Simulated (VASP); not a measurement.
Band structure of Ga₃InP₄ (ordered alloy cell). Method: PBEsol GGA, VASP's PBE PAW potentials (set 64) (plane waves; VASP).

Unless said otherwise, spin-orbit coupling is left out, though it shifts the bands of the heavy elements here.

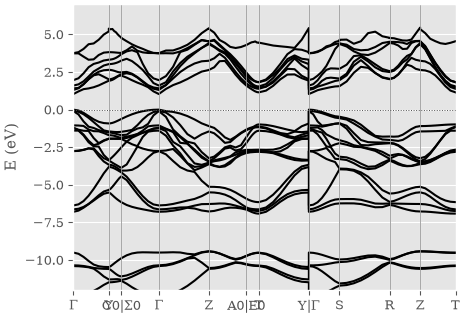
Figure. Bands along high-symmetry lines, zero at the valence-band maximum or, without a gap, the Fermi level

Problem. Read the plot: is there a gap, and where are the band edges?

Solution. The gap is direct, 1.04 eV, from the valence maximum at Γ to the conduction minimum at Γ. (Edges off the drawn lines would not show.)

The structure was generated: Ga3InP4 was put into an ordered model structure (Amm2), which need not be its known phase. It was relaxed first.
